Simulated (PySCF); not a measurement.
SMILES C=C[SiH2]F (C2H5FSi) at its PBE/def2-SVP optimised geometry (Å):

```
9

C      1.0265    -0.9316    -1.0246
C      0.3075    -0.4278     0.0000
Si    -1.5591    -0.4278     0.0000
F     -2.1305     1.1140     0.0000
H      2.1305    -0.9502    -1.0183
H      0.5411    -1.3530    -1.9230
H      0.8500    -0.0161     0.8719
H     -2.1084    -1.0856     1.2344
H     -2.0476    -1.1140    -1.2441
```

Method: PBE/def2-TZVP (PySCF). Cells within 0.4 Å of a nucleus heavier than hydrogen are left out (blank, or x).

Map of the HOMO−1 amplitude (bohr^(-3/2)) on the plane z = 0.0 Å; orbital energy -7.73 eV, overall sign arbitrary:

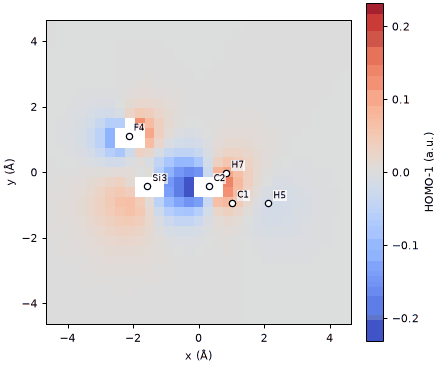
*HOMO−1 amplitude (bohr^(-3/2)) on the plane z = 0.0 Å.*
